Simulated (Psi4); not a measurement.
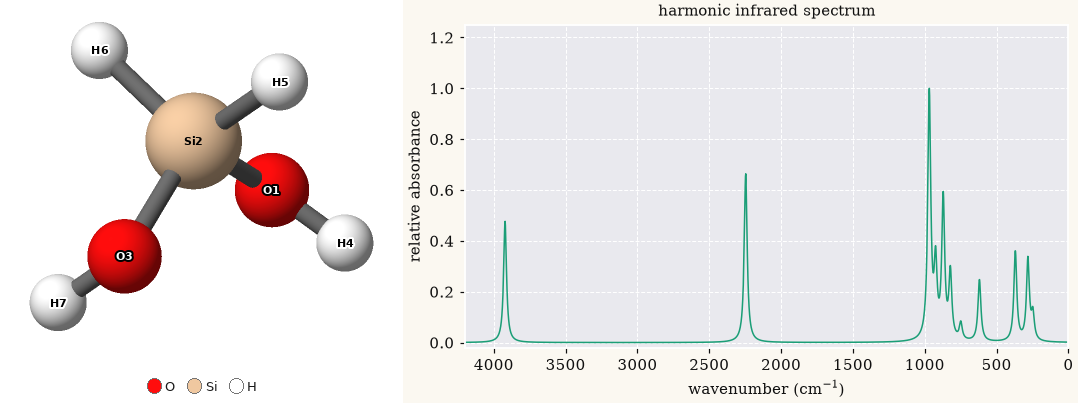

Infrared spectrum of SiH₄O₂, SMILES O[SiH2]O. Unscaled harmonic wavenumbers and double-harmonic intensities, PBE0/def2-TZVP (dispersion D4) in Psi4, at a geometry relaxed at this level, isolated molecule. Modes within 2 cm⁻¹ of each other count as one line, with their intensities summed. Lorentzian lines of 24 cm⁻¹ full width. Close modes add up in the curve.

Which lines are the most intense?

967.9 cm⁻¹ (266.3 km/mol), 871.8 cm⁻¹ (205.6 km/mol) and 3921.5 cm⁻¹ (177.5 km/mol).

List the modes.

```csv
cm⁻¹,km/mol
247.7,37.8
282.0,119.6
369.7,131.7
619.6,90.4
749.3,24.7
822.1,96.8
871.8,205.6
887.7,0.2
924.7,104.8
967.9,266.3
971.1,99.6
2245.1,82.7
2247.2,166.0
3921.5 (×2),177.5
```
